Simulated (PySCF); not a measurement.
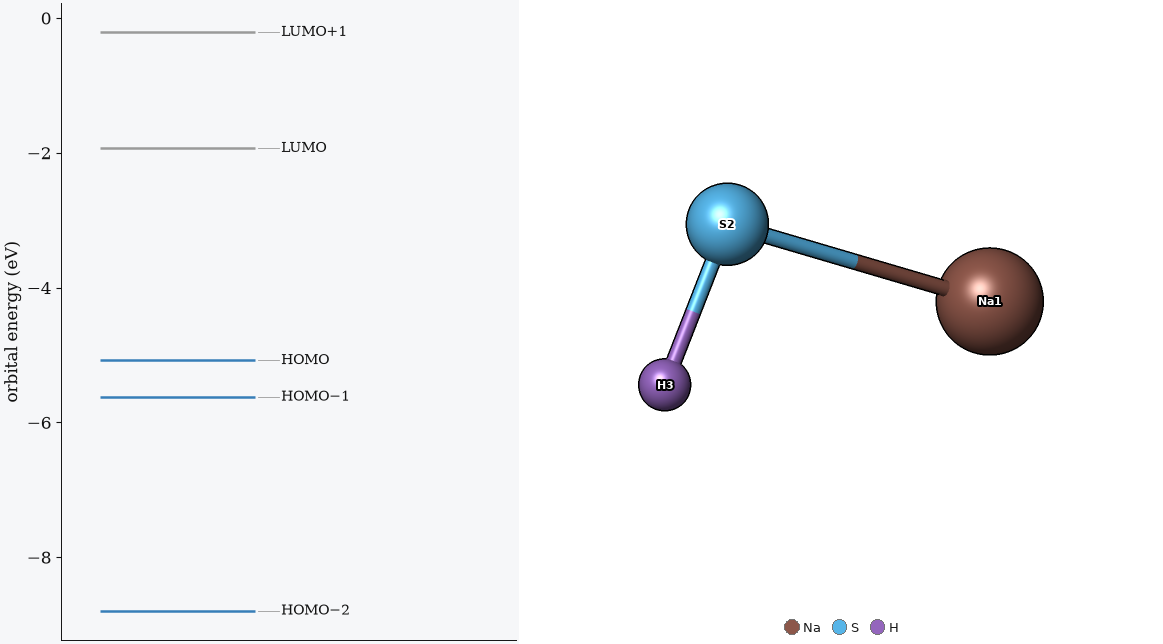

NaHS (metal hydrosulfide), SMILES [Na][SH], singlet. Kohn-Sham orbital energies near the frontier, B3LYP/def2-SVPD in PySCF 2.14.0, at a PBE0-D3(BJ)/def2-SVP geometry (no frequency check), isolated molecule; empty levels in grey, levels within 0.03 eV side by side.

Q: Where do the frontier orbitals lie?

A: HOMO at −5.08 eV, LUMO at −1.93 eV, 3.15 eV apart.

Q: How does −ε(HOMO) compare with the ΔSCF vertical ionisation energy at this level?

A: −ε(HOMO) is 5.08 eV, the ΔSCF value 7.67 eV; the orbital energy is 2.59 eV too shallow.

Q: On which atoms do HOMO and LUMO mostly sit?

A: HOMO: S2 85 %, H3 9 %, Na1 6 %. LUMO: Na1 87 %, S2 12 % (Löwdin shares).
